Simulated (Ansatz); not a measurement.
# NaHgF3 (built on the sites of a database entry of KHgF3): a soft mode frozen in, part 2 of 3

Which phase does NaHgF3 (built on the sites of a database entry of KHgF3) fall into along its unstable mode, and how much energy does it gain?

Ansatz 0.2.0; DFT PBEsol, scalar-relativistic, plane waves, norm-conserving pseudopotentials.

So far. Step 4 (The mode frozen in, largest atomic shift 0.6 Å): The run ends at a pressure of -0.18 GPa, with forces up to 0.35 eV/Å. Step 5 (Energy along the mode, all amplitudes (two of the runs …): The lowest of the steps tried is the last one, at 0.6 Å, 65.8 meV/atom below the parent; the bottom of the well need not coincide with a step.

The structure was built from a prototype and need not be the compound's stable phase.

## (6) Relaxing from the distorted cell

Starting from the lowest point found, all atoms and the cell are let go, so that strain and other modes of the same symmetry can join in.

input.yaml

```yaml
crystal:
  lattice:
    - [3.1727838361, -3.1731176919, 0.0]
    - [3.1727838361, 3.1731176919, 0.0]
    - [0.0, 0.0, 4.4879394888]
  atoms:
    - { symbol: Na, position: [0.0771998083, -0.0772057454, 0.4228285519] }
    - { symbol: Hg, position: [0.5013556001, 0.4986442954, -0.0013621423] }
    - { symbol: F, position: [0.4487917743, 0.551212167, 0.5053176732] }
    - { symbol: F, position: [0.4487841922, 0.0053079726, 0.0512243403] }
    - { symbol: F, position: [-0.0053075639, 0.5512197458, 0.0512243403] }
kpoints:
  mp_grid: { grid: [8, 8, 8] }
hamiltonian:
  xc: pbesol
  pseudopotentials: { kind: nc }
scf:
  occupations: { method: gaussian, width: 0.01 }
output:
  forces: true
  stress: true
  eigenvalues: true
relax:
  adjacent_minimum: "off"
  f_tol: 0.002
  max_steps: 120
  cell: { stress_tol: 0.03 }
```

On the command line:

```sh
ansatz run input.yaml --threads 4 --pin off --max-ram 14336MiB --backend cpu --events-out ev --progress --plain --runs-dir out
```

Numbers of over 12 decimals in the logs are rounded to 6 here.

Output:

```text
[...]
Crystal: 5 atoms, lattice volume = 90.366 Å³
Basis set: ecut = 1197.300995 eV, 8409 PW (Γ), exchange–correlation on 108×108×108 points (8 copies of the dense FFT grid, shifted against one another)
Bands: 30, of which v1, the nominal top of the filled ones, is band 25 counted from 1 (24 counted from 0)
Symmetry: 2 space group operations
[...]
k-points: 150 of 512 (time reversal used)
[...]
SCF iter   1: F=—  HF=-7788.754760 eV  |F-HF|=—  |Δ(HF+E_count)|=         —  Δρ=1.83e-1  dr2=2.46e1  ethr=3.10e-3  ⟨swp⟩=7.3  Hψ=23100  notcnv=0
[...]
SCF iter  10: F=-7780.704962 eV  HF=-7780.704962 eV  |F-HF|=3.67e-8  |Δ(HF+E_count)|=   8.28e-7  Δρ=4.93e-6  dr2=1.70e-8  ethr=2.00e-10  ⟨swp⟩=14.9  Hψ=28112  notcnv=0
SCF 1 converged in 10 iterations: F = -7780.704962 eV  dr2 = 1.70e-8
relax step   1: F+E_penalty+E_count = -7780.70496177 eV  Δ(F+E_penalty+E_count) = +0.000e0 eV  max|allowed force component| = 2.818e-1 eV/Å  Δτ_max = 0.0000 Å  P = -0.181 GPa  Ω = 90.366 Å³  (10 SCF iters, dr2 threshold 1.00e-7 eV, accepted)
Crystal: 5 atoms, lattice volume = 91.438 Å³
Basis set: ecut = 1197.300995 eV, 8547 PW (Γ), exchange–correlation on 108×108×108 points (8 copies of the dense FFT grid, shifted against one another)
[...]
iter 1 solved again at ethr=1.68e-4 eV; its pass at ethr=3.10e-3 eV (dr2=8.38e-2 eV) is discarded
[...]
SCF iter   7: F=-7780.728610 eV  HF=-7780.728610 eV  |F-HF|=2.33e-7  |Δ(HF+E_count)|=   2.46e-6  Δρ=1.35e-5  dr2=1.47e-7  ethr=1.00e-9  ⟨swp⟩=9.0  Hψ=25298  notcnv=0
SCF 2 converged in 7 iterations: F = -7780.728610 eV  dr2 = 1.47e-7
relax step   2: F+E_penalty+E_count = -7780.72861048 eV  Δ(F+E_penalty+E_count) = -2.365e-2 eV  max|allowed force component| = 1.936e-1 eV/Å  Δτ_max = 0.0754 Å  P = -0.299 GPa  Ω = 91.438 Å³  energy of the carried Pulay correction = -2.096e-5 eV  (7 SCF iters, dr2 threshold 5.00e-7 eV, accepted)
Crystal: 5 atoms, lattice volume = 91.700 Å³
Basis set: ecut = 1197.300995 eV, 8601 PW (Γ), exchange–correlation on 108×108×108 points (8 copies of the dense FFT grid, shifted against one another)
[...]
SCF iter   7: F=-7780.728883 eV  HF=-7780.728883 eV  |F-HF|=8.49e-8  |Δ(HF+E_count)|=   7.10e-7  Δρ=1.43e-5  dr2=1.36e-7  ethr=1.00e-9  ⟨swp⟩=7.3  Hψ=23569  notcnv=0
SCF 3 converged in 7 iterations: F = -7780.728883 eV  dr2 = 1.36e-7
relax step   3: F+E_penalty+E_count = -7780.72888262 eV  Δ(F+E_penalty+E_count) = -2.721e-4 eV  max|allowed force component| = 2.835e-1 eV/Å  Δτ_max = 0.1730 Å  P = +0.733 GPa  Ω = 91.700 Å³  energy of the carried Pulay correction = -2.604e-5 eV  (7 SCF iters, dr2 threshold 5.00e-7 eV, accepted)
[...]
relax step   4: F+E_penalty+E_count = -7780.74715847 eV  Δ(F+E_penalty+E_count) = -1.828e-2 eV  max|allowed force component| = 4.479e-2 eV/Å  Δτ_max = 0.0717 Å  P = -0.191 GPa  Ω = 92.158 Å³  energy of the carried Pulay correction = -3.489e-5 eV  (7 SCF iters, dr2 threshold 5.00e-7 eV, accepted)
[...]
relax step   5: F+E_penalty+E_count = -7780.74727144 eV  Δ(F+E_penalty+E_count) = -1.130e-4 eV  max|allowed force component| = 2.861e-2 eV/Å  Δτ_max = 0.0121 Å  P = +0.322 GPa  Ω = 91.400 Å³  energy of the carried Pulay correction = -2.022e-5 eV  (6 SCF iters, dr2 threshold 3.05e-7 eV, accepted)
[...]
relax step   6: F+E_penalty+E_count = -7780.74795017 eV  Δ(F+E_penalty+E_count) = -6.787e-4 eV  max|allowed force component| = 6.751e-3 eV/Å  Δτ_max = 0.0025 Å  P = -0.001 GPa  Ω = 91.920 Å³  energy of the carried Pulay correction = -3.030e-5 eV  (5 SCF iters, dr2 threshold 3.33e-7 eV, accepted)
[...]
relax step   7: F+E_penalty+E_count = -7780.74798165 eV  Δ(F+E_penalty+E_count) = -3.148e-5 eV  max|allowed force component| = 4.912e-4 eV/Å  Δτ_max = 0.0032 Å  P = +0.001 GPa  Ω = 91.906 Å³  energy of the carried Pulay correction = -3.002e-5 eV  (8 SCF iters, dr2 threshold 2.85e-9 eV, accepted)
[...]
SCF iter   5: F=-7780.748049 eV  HF=-7780.748049 eV  |F-HF|=3.64e-12  |Δ(HF+E_count)|=  3.64e-12  Δρ=2.22e-7  dr2=1.29e-11  ethr=1.00e-12  ⟨swp⟩=7.5  Hψ=26966  notcnv=0
SCF 8 converged in 5 iterations: F = -7780.748049 eV  dr2 = 1.29e-11
relax step   8: F+E_penalty+E_count = -7780.74804935 eV  Δ(F+E_penalty+E_count) = -6.770e-5 eV  max|allowed force component| = 3.860e-4 eV/Å  Δτ_max = 0.0000 Å  P = +0.005 GPa  Ω = 91.906 Å³  stress off target by 7.11e-3 GPa  SCF on the basis re-selected at this cell (its energy is not comparable with the rows above)  (5 SCF iters)
basis re-selected at this cell: Δ(F+E_penalty+E_count) = -6.770e-5 eV, ΔP = +0.005 GPa vs the last step (what re-selecting the basis moved, of the pressure what is left beyond the Pulay correction that the steps carried, after the strain that the cell walked since its last selection, with what the two solves' SCF thresholds leave and, on support functions, any second-order correction that the steps lacked; it is no m [...]
SCF converged after 5 iterations
Free energy (F): -7780.748049 eV
[...]
Internal energy: -7780.748049 eV  (E = F + TS)
E sigma→0 (E₀):  -7780.748049 eV
Fermi energy:    3.202383 eV
[...]
--- Forces (eV/Å), atoms counted from 1 ---
  atom   1  Na     0.00000000     0.00007101    -0.00007275
  atom   2  Hg     0.00000000     0.00034956     0.00026466
  atom   3  F      0.00000000    -0.00020524    -0.00011229
  atom   4  F     -0.00012835    -0.00019888    -0.00010419
  atom   5  F      0.00012835    -0.00019888    -0.00010419
  max |Σ_I F_I| component: 1.82e-4 eV/Å
--- Stress (GPa, compression-positive) ---
        0.003755       0.000000      -0.000000
        0.000000       0.006282       0.000958
       -0.000000       0.000958       0.006008
  P = ⅓ Tr σ = 0.0053 GPa (0.053 kbar)
--- Band table (eV; the first three rows and the last of 150) ---
  k-point 0: bands = [... 21 lower, 0.6228, 0.7537, 0.9392, 0.9393, 3.5896, 8.8853, 12.8221, 12.8222, ... 1 higher]
  k-point 1: bands = [... 21 lower, 0.6505, 0.8097, 0.9464, 1.0792, 3.8964, 8.9328, 12.3119, 12.8914, ... 1 higher]
  k-point 2: bands = [... 21 lower, 0.6603, 0.8864, 0.9967, 1.1902, 4.6646, 8.9418, 11.7247, 13.0884, ... 1 higher]
  k-point 149: bands = [... 21 lower, 0.9575, 1.0462, 2.8119, 2.8120, 8.2050, 10.1258, 10.9391, 10.9392, ... 1 higher]
--- Relaxed structure (7 steps of the walk, 7 accepted, 1 SCFs on fresh bases) ---
  F+E_penalty+E_count = -7780.74804935 eV   max|allowed force component| = 3.860e-4 eV/Å   (the final SCF, on the basis selected at the relaxed cell)
  cell:  # Å, volume = 91.9057 Å³
    - [3.145579, -3.237881, -0.065358]
    - [3.145579, 3.237881, 0.065358]
    - [0, 0.092440, 4.513676]
  atoms:
    - { symbol: Na, position: [0.099848, -0.099848, 0.400162] }
    - { symbol: Hg, position: [0.495291, 0.504709, 0.00472444] }
    - { symbol: F, position: [0.444206, 0.555794, 0.512743] }
    - { symbol: F, position: [0.444214, 0.012735, 0.055801] }
    - { symbol: F, position: [-0.012735, 0.555786, 0.055801] }
```

It took 5.6 min on 4 threads of Intel Xeon Platinum 8488C (Sapphire Rapids), shared host; peak memory 1.6 GiB; 22 min of CPU time.

Step by step:

```
step  energy less that of the first step (eV)  largest force component (eV/Å)  pressure (GPa)  volume (Å³)
   1                                   0.0000                          0.2818           -0.18        90.37
   2                                  -0.0236                          0.1936           -0.30        91.44
   3                                  -0.0239                          0.2835            0.73        91.70
   4                                  -0.0422                          0.0448           -0.19        92.16
   5                                  -0.0423                          0.0286            0.32        91.40
   6                                  -0.0430                          0.0068            0.00        91.92
   7                                  -0.0430                          0.0005            0.00        91.91
  8*                                  -0.0431                          0.0004            0.01        91.91
```

Relaxation steps marked * repeat the geometry before them on a plane-wave basis chosen anew for their cell, so energy and pressure can jump there.

The run keeps the 2 symmetry operations that it works with, so distortions that break them were not tested.

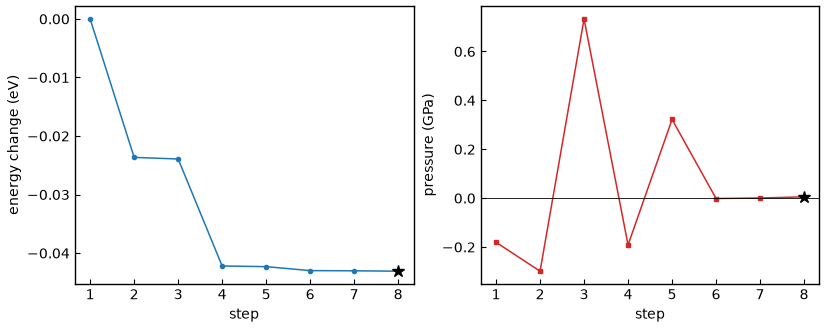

Energy and pressure along the relaxation. Stars mark steps on a basis chosen anew.

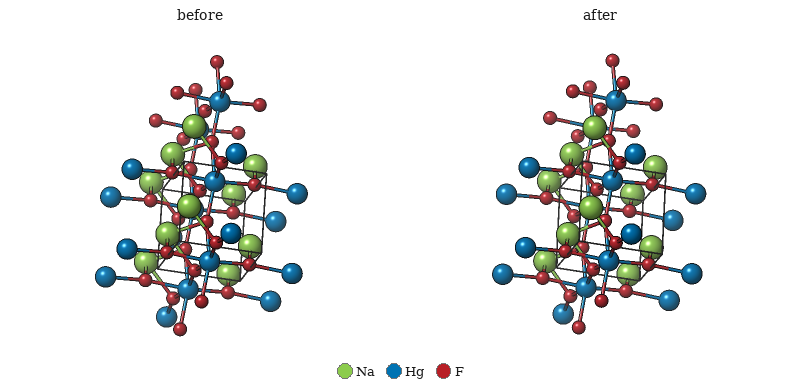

Before and after, at one scale.

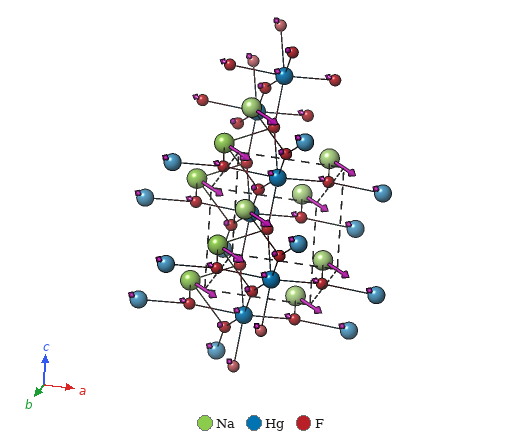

Displacements in the relaxation, exaggerated, measured against the changing cell; the longest in the cell stands for 0.18 Å. 1×2×2 cells are drawn. Some periodic images of atoms are drawn too.

```
conventional cell, symmetrised  before  after  change
                         a (Å)   6.346  6.291  -0.9 %
                         b (Å)   6.346  6.291  -0.9 %
                         c (Å)   7.773  8.044  +3.5 %
              volume (Å³/atom)   18.07  18.38  +1.7 %
```

The atoms that moved most (Å, as changes of fractional coordinates times the final cell):

```
atom      dx      dy      dz  length
 Na1   0.000  -0.149  -0.105   0.182
 Hg2   0.000   0.040   0.028   0.049
  F3   0.000   0.030   0.034   0.046
  F4   0.009   0.039   0.021   0.046
  F5  -0.009   0.039   0.021   0.046
```

The relaxed structure:

```cif
data_structure
_symmetry_space_group_name_H-M 'P 1'
_symmetry_Int_Tables_number 1
_cell_length_a 4.5147
_cell_length_b 4.5147
_cell_length_c 4.5146
_cell_angle_alpha 88.329
_cell_angle_beta 91.671
_cell_angle_gamma 91.668
_cell_volume 91.91
loop_
_atom_site_label
_atom_site_type_symbol
_atom_site_fract_x
_atom_site_fract_y
_atom_site_fract_z
_atom_site_occupancy
Na1 Na 0.09985 0.90015 0.40016 1
Hg2 Hg 0.49529 0.50471 0.00472 1
F3 F 0.44421 0.55579 0.51274 1
F4 F 0.44421 0.01274 0.05580 1
F5 F 0.98726 0.55579 0.05580 1
```

This step gave:

- pressure: 0.005348 GPa
- gap on the k-mesh: 0.7746 eV
- volume per atom: 18.38 Å³

The distorted start has space group R3m; the relaxation ends in R3m.

## (7) The new phase in its own primitive cell

The relaxed structure is symmetrised, reduced to its primitive cell and relaxed tightly, as its phonons need.

input.yaml

```yaml
crystal:
  lattice:
    - [3.1455261307, 1.8160703583, 2.6814517136]
    - [-3.1455261307, 1.8160703583, 2.6814517136]
    - [0.0, -3.6321407167, 2.6814517136]
  atoms:
    - { symbol: Na, position: [0.5998377475, 0.5998377475, 0.5998377475] }
    - { symbol: Hg, position: [0.995279199, 0.995279199, 0.995279199] }
    - { symbol: F, position: [0.9441957814, 0.9441957814, 0.4872565649] }
    - { symbol: F, position: [0.9441957814, 0.4872565649, 0.9441957814] }
    - { symbol: F, position: [0.4872565649, 0.9441957814, 0.9441957814] }
kpoints:
  mp_grid: { grid: [6, 6, 6] }
hamiltonian:
  xc: pbesol
  pseudopotentials: { kind: nc }
scf:
  occupations: { method: fixed }
output:
  forces: true
  stress: true
  eigenvalues: true
relax:
  adjacent_minimum: "off"
  f_tol: 0.001
  max_steps: 60
  cell: { stress_tol: 0.01 }
```

Output:

```text
[...]
Crystal: 5 atoms, lattice volume = 91.907 Å³
Basis set: ecut = 1197.300995 eV, 8619 PW (Γ), exchange–correlation on 108×108×108 points (8 copies of the dense FFT grid, shifted against one another)
Bands: 30, of which v1, the nominal top of the filled ones, is band 25 counted from 1 (24 counted from 0)
Symmetry: 6 space group operations
[...]
cell:  # Å, volume = 91.9067 Å³
    - [3.145526, 1.816070, 2.681452]
    - [-3.145526, 1.816070, 2.681452]
    - [0.0, -3.632141, 2.681452]
  atoms:
    - { symbol: Na, position: [0.599838, 0.599838, 0.5998377475] }
    - { symbol: Hg, position: [0.995279, 0.995279, 0.995279] }
    - { symbol: F, position: [0.9441957814, 0.9441957814, 0.487257] }
    - { symbol: F, position: [0.9441957814, 0.487257, 0.944196] }
    - { symbol: F, position: [0.487257, 0.9441957814, 0.944196] }
[key lines of the parts left out:]
SCF converged after 7 iterations
Free energy (F): -7780.748050 eV
Fermi energy:    2.814767 eV
P = ⅓ Tr σ = 0.0047 GPa (0.047 kbar)
```

The job ended after 19 s (4 threads; peak memory 0.84 GiB).

Little changed from the start: no atom moved by 0.005 Å and no cell edge by 0.1 %.

This step gave:

```
pressure           : 0.004696 GPa
gap on the k-mesh  : 0.7747 eV
direct gap on mesh : 2.650 eV
```

The largest force component left is 0.35 meV/Å and the pressure is 0.005 GPa, within the tolerances set. The cell now holds 18.38 Å³/atom.

[end of part 2 of 3]

[Logs are printed without paths, hosts, clocks, repeated set-up lines and the standing remarks that a program may print on its own settings, such as how far it seeks lower states.]

[Hosts, paths, dates, database ids (printed as entryN), source tags and the programs' standing remarks are cut or masked in the printed files.]
